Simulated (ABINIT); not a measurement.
# CdS (Hawleyite): bands and cutoff in G0W0 with ABINIT

What does each rung of G0W0 on CdS (Hawleyite) cost, and what does it buy?

Main program and level: ABINIT 10.8.3; PBE and many-body steps on it, plane waves.

## Step 1: Starting point

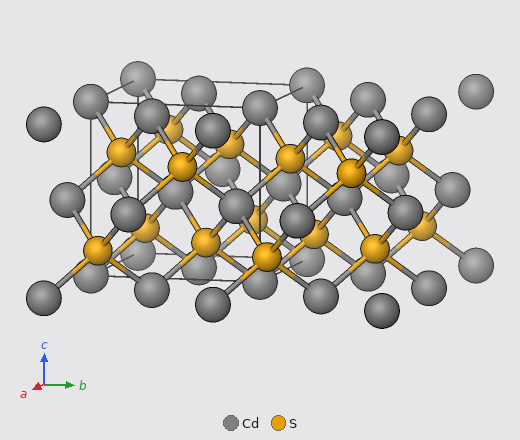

The cell as given, slightly off an axis (cadmium grey, sulfur orange). 2×2×1 cells are drawn. This picture shows the conventional cell, with its axes. Bonds to atoms that aren't drawn are left out. Some periodic images of atoms are drawn too.

The cell and positions come from the Crystallography Open Database and are kept as given unless a step says otherwise.

## Step 2: Empty states on the mesh, 4×4×4 mesh, 667 bands

This step: ABINIT 10.8.3; DFT, PBE, plane waves, norm-conserving pseudopotentials.

The sums over transitions need many empty states on a uniform mesh; this step solves for them.

File run.abi:

```
acell 3*1.0 Angstrom
rprim 
  -0.000000000000 2.916500000000 2.916500000000
  2.916500000000 -0.000000000000 2.916500000000
  2.916500000000 2.916500000000 -0.000000000000
ntypat 2
znucl 48 16
natom 2
typat 1 2
xred 
  0.000000000000 0.000000000000 0.000000000000
  0.250000000000 0.250000000000 0.250000000000
pp_dirpath "pseudos"
pseudos "Cd.upf, S.upf"
ecut 47
ngkpt 4 4 4
nshiftk 1
shiftk 0 0 0
kptopt 1
chksymbreak 0
iscf -2
irdden 1
istwfk *1
nband 667
nbdbuf 60
tolwfr 1e-09
nstep 60
prtvol 0
indata_prefix "in"
outdata_prefix "out"
tmpdata_prefix "tmp"
```

On the command line:

```
OMP_NUM_THREADS=1 mpirun -n 4 abinit run.abi > log
```

Numbers of over 12 decimals in the logs are rounded to 6 here.

What it wrote:

```text
.Version 10.8.3 of ABINIT. v10.8.2 released Aug 2026.

 Symmetries : space group F-4 3 m (#216); Bravais cF (face-center cubic)
[... echo of the input left out ...]
== DATASET  1 ==================================================================
-   mpi_nproc: 4, omp_nthreads: 1 (-1 if OMP is not activated)

--- !DatasetInfo
iteration_state: {dtset: 1, }
dimensions: {natom: 2, nkpt: 8, mband: 667, nsppol: 1, nspinor: 1, nspden: 1, mpw: 5180, }
cutoff_energies: {ecut:  47.0, pawecutdg:  -1.0, }
[...]
11.48557   11.48557   11.48558   11.50760   11.50760   11.51710   11.51710   11.51713
  11.61413   11.62458   11.62465   11.62507   11.70254   11.70352   11.70570   11.71683
  11.84553   11.84752   11.85835
 prteigrs : prtvol=0 or 1, do not print more k-points.

== END DATASET(S) ==============================================================
================================================================================

 -outvars: echo values of variables after computation  --------
            nband         667
             nkpt           8
          spgroup         216
 [... the other variables as echoed above ...]

 Calculation completed.
```

It took 16 min on 4 MPI ranks of Arm Neoverse V1, shared host; peak memory 0.81 GiB; 63 min of CPU time.

This step gave:

- gap: 1.145 eV
- k of the valence top: 0, 0, 0
- k of the conduction bottom: 0, 0, 0
- least direct gap: 1.145 eV
- k points computed: 8
- lowest point of the top converged band, above the valence top: 291.5920 eV

On this mesh the gap is 1.145 eV.

The density comes from a self-consistent run that is not shown.

## Step 3: Screening, 4×4×4 mesh, 87 bands, screening to 149.7 eV

The RPA dielectric matrix is built and inverted for each q.

This step: RPA screening on PBE, plane waves, norm-conserving pseudopotentials.

run.abi: that of step 2 with these lines changed.

```diff
@@ -20,10 +20,11 @@
 chksymbreak 0
-iscf -2
-irdden 1
 istwfk *1
-nband 667
-nbdbuf 60
-tolwfr 1e-09
-nstep 60
-prtvol 0
+occopt 1
+irdwfk 1
+optdriver 3
+nband 87
+ecuteps 5.5
+inclvkb 2
+awtr 1
+symchi 1
 indata_prefix "in"
```

What it wrote:

```text
.Version 10.8.3 of ABINIT. v10.8.2 released Aug 2026.

 Symmetries : space group F-4 3 m (#216); Bravais cF (face-center cubic)
[... echo of the input left out ...]
== DATASET  1 ==================================================================
-   mpi_nproc: 4, omp_nthreads: 1 (-1 if OMP is not activated)

--- !DatasetInfo
iteration_state: {dtset: 1, }
dimensions: {natom: 2, nkpt: 8, mband: 87, nsppol: 1, nspinor: 1, nspden: 1, mpw: 5180, }
cutoff_energies: {ecut:  47.0, pawecutdg:  -1.0, }
electrons: {nelect:   2.60000000E+01, charge:   0.00000000E+00, occopt:   1.00000000E+00, tsmear:   1.00000000E-02, }

 SCREENING: Calculation of the susceptibility and dielectric matrices

 Based on a program developped by R.W. Godby, V. Olevano, G. Onida, and L. Reining.
 Incorporated in ABINIT by V. Olevano, G.-M. Rignanese, and M. Torrent.
.Using double precision arithmetic ; gwpc =  8

[... cell and pseudopotentials left out ...]
--------------------------------------------------------------------------------

 ==== K-mesh for the wavefunctions ====
 Number of points in the irreducible wedge :     8
[... list of points left out ...]
 Together with 24 symmetry operations and time-reversal symmetry
 yields    64 points in the full Brillouin Zone.

 ==== Q-mesh for the screening function ====
 Number of points in the irreducible wedge :     8
[... list of points left out ...]
 Together with 24 symmetry operations and time-reversal symmetry
 yields    64 points in the full Brillouin Zone.

 setmesh: FFT mesh size selected  =    36x   36x   36
          total number of points  =        46656

 vcoul_init : cutoff-mode = AUXILIARY_FUNCTION
 q-points for optical limit:   1
     1)      0.000010    0.000020    0.000030

- screening: taking advantage of time-reversal symmetry
- Maximum band index for partially occupied states nbvw = 13
- Remaining bands to be divided among processors   nbcw = 74
- Number of bands treated by each node ~18

 Number of electrons calculated from density =   26.0000; Expected =   26.0000
 average of density, n =  0.077653
 r_s =    1.4541
 omega_plasma =   26.8804 [eV]

 calculating chi0 at frequencies [eV] :
  1    0.000000E+00    0.000000E+00
  2    0.000000E+00    2.688042E+01

--------------------------------------------------------------------------------
  q-point number  1        q = ( 0.000000, 0.000000, 0.000000) [r.l.u.]
--------------------------------------------------------------------------------
[... chi0 elements left out ...]
 For q-point:  0.000010 0.000020 0.000030
  dielectric constant =  11.0692
  dielectric constant without local fields =  11.7706

  Average fulfillment of the sum rule on Im[epsilon] for q-point    1 :     56.84  [%]
[... wings left out ...]
  q-point number  2        q = ( 0.250000, 0.000000, 0.000000) [r.l.u.]
--------------------------------------------------------------------------------
[... chi0 elements left out ...]
  Average fulfillment of the sum rule on Im[epsilon] for q-point    2 :     70.59  [%]

 [... 6 further q-points ...]
```

Elapsed: 43 s, on 4 MPI ranks; peak memory 1.2 GiB.

Numbers from this step:

| Quantity | Value |
| --- | --- |
| ε∞ with local fields, on this mesh, along the program's q direction | 11.07 |
| the same without local fields | 11.77 |
| plasma frequency | 26.88 eV |
| plane waves in the screening matrix | 181 |

Local fields lower ε∞ by 6 %. On a Γ-centred mesh this coarse the value itself is usually too large, while a short band sum pulls it down.

## Step 4: 87 bands, 149.7 eV

The self-energy is evaluated for the states that the input lists, and the levels follow from it, in one-shot runs by the linearised quasiparticle equation.

This step: G0W0 on PBE, plane waves, norm-conserving pseudopotentials.

run.abi: that of step 3 with these lines changed.

```diff
@@ -23,8 +23,19 @@
 irdwfk 1
-optdriver 3
+optdriver 4
 nband 87
+gwcalctyp 0
+ecutsigx 47
+symsigma 1
+nkptgw 3
+kptgw 
+  0.0000000000 0.0000000000 0.0000000000
+  0.5000000000 0.0000000000 0.0000000000
+  0.5000000000 0.5000000000 0.0000000000
+bdgw 
+  11 17
+  12 16
+  12 15
 ecuteps 5.5
-inclvkb 2
-awtr 1
-symchi 1
+irdscr 1
+ppmodel 1
 indata_prefix "in"
```

What it wrote:

```text
.Version 10.8.3 of ABINIT. v10.8.2 released Aug 2026.

 Symmetries : space group F-4 3 m (#216); Bravais cF (face-center cubic)
[... echo of the input left out ...]
== DATASET  1 ==================================================================
-   mpi_nproc: 4, omp_nthreads: 1 (-1 if OMP is not activated)

--- !DatasetInfo
iteration_state: {dtset: 1, }
dimensions: {natom: 2, nkpt: 8, mband: 87, nsppol: 1, nspinor: 1, nspden: 1, mpw: 5180, }
cutoff_energies: {ecut:  47.0, pawecutdg:  -1.0, }
electrons: {nelect:   2.60000000E+01, charge:   0.00000000E+00, occopt:   1.00000000E+00, tsmear:   1.00000000E-02, }

 SIGMA: Calculation of the GW corrections

 Based on a program developped by R.W. Godby, V. Olevano, G. Onida, and L. Reining.
 Incorporated in ABINIT by V. Olevano, G.-M. Rignanese, and M. Torrent.
.Using double precision arithmetic ; gwpc =  8

[... cell and pseudopotentials left out ...]
--------------------------------------------------------------------------------

 ==== K-mesh for the wavefunctions ====
 Number of points in the irreducible wedge :     8
[... list of points left out ...]
 Together with 24 symmetry operations and time-reversal symmetry
 yields    64 points in the full Brillouin Zone.

 ==== Q-mesh for screening function ====
 Number of points in the irreducible wedge :     8
[... list of points left out ...]
 Together with 24 symmetry operations and time-reversal symmetry
 yields    64 points in the full Brillouin Zone.

 vcoul_init : cutoff-mode = AUXILIARY_FUNCTION
 q-points for optical limit:   1
     1)      0.000010    0.000020    0.000030
 setmesh: FFT mesh size selected  =    50x   50x   50
          total number of points  =       125000

 Number of electrons calculated from density =   26.0000; Expected =   26.0000
 average of density, n =  0.077653
 r_s =    1.4541
 omega_plasma =   26.8804 [eV]

 === KS Band Gaps ===
  >>>> For spin  1
   Minimum direct gap =   1.1447 [eV], located at k-point      :   0.0000  0.0000  0.0000
   Fundamental gap    =   1.1447 [eV], Top of valence bands at :   0.0000  0.0000  0.0000
                                       Bottom of conduction at :   0.0000  0.0000  0.0000
 SIGMA fundamental parameters:
 PLASMON POLE MODEL  1
 number of plane-waves for SigmaX                 5065
 number of plane-waves for SigmaC and W            181
 number of plane-waves for wavefunctions          5065
 number of bands                                    87
 number of independent spin polarizations            1
 number of spinorial components                      1
 number of k-points in IBZ                           8
 number of q-points in IBZ                           8
 number of symmetry operations                      24
 number of k-points in BZ                           64
 number of q-points in BZ                           64
 number of frequencies for dSigma/dE                 9
 frequency step for dSigma/dE [eV]                0.25
 number of omega for Sigma on real axis              0
 max omega for Sigma on real axis  [eV]           0.00
 zcut for avoiding poles [eV]                     0.10

 EPSILON^-1 parameters (SCR file):
 dimension of the eps^-1 matrix on file            181
 dimension of the eps^-1 matrix used               181
 number of plane-waves for wavefunctions          5065
 number of bands                                    87
 number of q-points in IBZ                           8
 number of frequencies                               2
 number of real frequencies                          1
 number of imag frequencies                          1

 matrix elements of self-energy operator (all in [eV])

 Perturbative Calculation

--- !SelfEnergy_ee
iteration_state: {dtset: 1, }
kpoint     : [   0.000,    0.000,    0.000, ]
spin       : 1
KS_gap     :    1.145
QP_gap     :    2.044
Delta_QP_KS:    0.900
data: !SigmaeeData |
     Band     E0 <VxcDFT>   SigX SigC(E0)      Z dSigC/dE  Sig(E)    E-E0       E
       11   4.366 -15.389 -18.420   2.241   0.782  -0.278 -16.006  -0.617   3.749
       12   4.366 -15.389 -18.420   2.241   0.782  -0.278 -16.006  -0.617   3.749
       13   4.366 -15.389 -18.420   2.241   0.782  -0.278 -16.006  -0.617   3.749
       14   5.511 -10.636  -6.668  -3.621   0.813  -0.230 -10.354   0.282   5.793
       15  10.897 -10.642  -5.801  -4.193   0.810  -0.235 -10.118   0.524  11.422
       16  10.897 -10.642  -5.801  -4.193   0.810  -0.235 -10.118   0.524  11.422
[...]
--- !SelfEnergy_ee
iteration_state: {dtset: 1, }
kpoint     : [   0.500,    0.000,    0.000, ]
spin       : 1
KS_gap     :    3.764
QP_gap     :    4.893
Delta_QP_KS:    1.128
data: !SigmaeeData |
     Band     E0 <VxcDFT>   SigX SigC(E0)      Z dSigC/dE  Sig(E)    E-E0       E
[...]
--- !SelfEnergy_ee
iteration_state: {dtset: 1, }
kpoint     : [   0.500,    0.500,    0.000, ]
spin       : 1
KS_gap     :    5.434
QP_gap     :    6.319
Delta_QP_KS:    0.885
data: !SigmaeeData |
     Band     E0 <VxcDFT>   SigX SigC(E0)      Z dSigC/dE  Sig(E)    E-E0       E
[...]
13   2.491 -12.927 -16.472   2.515   0.778  -0.286 -13.729  -0.802   1.689
       14   7.925  -9.286  -5.564  -3.621   0.824  -0.214  -9.203   0.083   8.008
       15   8.721 -11.929  -7.392  -3.871   0.809  -0.236 -11.390   0.538   9.259

== END DATASET(S) ==============================================================
================================================================================

 -outvars: echo values of variables after computation  --------
           etotal      0.0000000000E+00
            nband          87
             nkpt           8
          spgroup         216
 [... the other variables as echoed above ...]

 Calculation completed.
```

Wall time 12 s (4 MPI ranks); peak memory 1.1 GiB; 49 s of CPU time.

Numbers from this step:

```
G0W0 gap on the points computed              : 2.044 eV
starting gap on the mesh                     : 1.145 eV
k of the valence top                         : 0, 0, 0
k of the conduction bottom                   : 0, 0, 0
Z at the valence top                         : 0.782
Z at the conduction bottom                   : 0.813
least direct G0W0 gap on the computed points : 2.044 eV
```

The gap on the mesh goes from 1.14 eV to 2.04 eV, a correction of +0.90 eV.

## Step 5: Screening, 4×4×4 mesh, 130 bands, screening to 203.5 eV

This step: RPA screening on PBE, plane waves, norm-conserving pseudopotentials.

run.abi: that of step 4 with these lines changed.

```diff
@@ -23,19 +23,8 @@
 irdwfk 1
-optdriver 4
-nband 87
-gwcalctyp 0
-ecutsigx 47
-symsigma 1
-nkptgw 3
-kptgw 
-  0.0000000000 0.0000000000 0.0000000000
-  0.5000000000 0.0000000000 0.0000000000
-  0.5000000000 0.5000000000 0.0000000000
-bdgw 
-  11 17
-  12 16
-  12 15
-ecuteps 5.5
-irdscr 1
-ppmodel 1
+optdriver 3
+nband 130
+ecuteps 7.48
+inclvkb 2
+awtr 1
+symchi 1
 indata_prefix "in"
```

What it wrote:

```text
.Version 10.8.3 of ABINIT. v10.8.2 released Aug 2026.

 Symmetries : space group F-4 3 m (#216); Bravais cF (face-center cubic)
[... echo of the input left out ...]
== DATASET  1 ==================================================================
-   mpi_nproc: 4, omp_nthreads: 1 (-1 if OMP is not activated)

--- !DatasetInfo
iteration_state: {dtset: 1, }
dimensions: {natom: 2, nkpt: 8, mband: 130, nsppol: 1, nspinor: 1, nspden: 1, mpw: 5180, }
cutoff_energies: {ecut:  47.0, pawecutdg:  -1.0, }
electrons: {nelect:   2.60000000E+01, charge:   0.00000000E+00, occopt:   1.00000000E+00, tsmear:   1.00000000E-02, }

 SCREENING: Calculation of the susceptibility and dielectric matrices

 Based on a program developped by R.W. Godby, V. Olevano, G. Onida, and L. Reining.
 Incorporated in ABINIT by V. Olevano, G.-M. Rignanese, and M. Torrent.
.Using double precision arithmetic ; gwpc =  8

[... cell and pseudopotentials left out ...]
--------------------------------------------------------------------------------

 ==== K-mesh for the wavefunctions ====
 Number of points in the irreducible wedge :     8
[... list of points left out ...]
 Together with 24 symmetry operations and time-reversal symmetry
 yields    64 points in the full Brillouin Zone.

 ==== Q-mesh for the screening function ====
 Number of points in the irreducible wedge :     8
[... list of points left out ...]
 Together with 24 symmetry operations and time-reversal symmetry
 yields    64 points in the full Brillouin Zone.

 setmesh: FFT mesh size selected  =    36x   36x   36
          total number of points  =        46656

 vcoul_init : cutoff-mode = AUXILIARY_FUNCTION
 q-points for optical limit:   1
     1)      0.000010    0.000020    0.000030

- screening: taking advantage of time-reversal symmetry
- Maximum band index for partially occupied states nbvw = 13
- Remaining bands to be divided among processors   nbcw = 117
- Number of bands treated by each node ~29

 Number of electrons calculated from density =   26.0000; Expected =   26.0000
 average of density, n =  0.077653
 r_s =    1.4541
 omega_plasma =   26.8804 [eV]

 calculating chi0 at frequencies [eV] :
  1    0.000000E+00    0.000000E+00
  2    0.000000E+00    2.688042E+01

--------------------------------------------------------------------------------
  q-point number  1        q = ( 0.000000, 0.000000, 0.000000) [r.l.u.]
--------------------------------------------------------------------------------
[... chi0 elements left out ...]
 For q-point:  0.000010 0.000020 0.000030
  dielectric constant =  11.0670
  dielectric constant without local fields =  11.7785

  Average fulfillment of the sum rule on Im[epsilon] for q-point    1 :     69.21  [%]
[... wings left out ...]
  q-point number  2        q = ( 0.250000, 0.000000, 0.000000) [r.l.u.]
--------------------------------------------------------------------------------
[... chi0 elements left out ...]
  Average fulfillment of the sum rule on Im[epsilon] for q-point    2 :     80.36  [%]

 [... 6 further q-points ...]
```

It took 83 s on 4 MPI ranks; peak memory 1.5 GiB; 5.5 min of CPU time.

Numbers from this step:

| Property | Result |
| --- | --- |
| ε∞ with local fields, on this mesh, along the program's q direction | 11.07 |
| the same without local fields | 11.78 |
| plasma frequency | 26.88 eV |
| plane waves in the screening matrix | 331 |

[end of part 1 of 2]

[Paths, hosts, dates, memory and timing lines, banners, echoed tables and standing remarks are left out of the program output.]

[Logs are printed without paths, hosts, clocks, repeated set-up lines and the standing remarks that a program may print on its own settings, such as how far it seeks lower states.]

[Runs of the session that timed out or met a known fault of the program may be left out.]

[Hosts, paths, dates, database ids (printed as entryN), source tags and the programs' standing remarks are cut or masked in the printed files.]

[G0W0 gaps are taken among the corrected bands and points alone; a level outside them can change the order at an edge.]

[Where Ansatz stands beside ABINIT at settings called matched, ABINIT's density can come from a denser mesh and the files from another edition; pairs whose starting gaps differed by over 0.03 eV were left out, so agreement reads better than it is.]
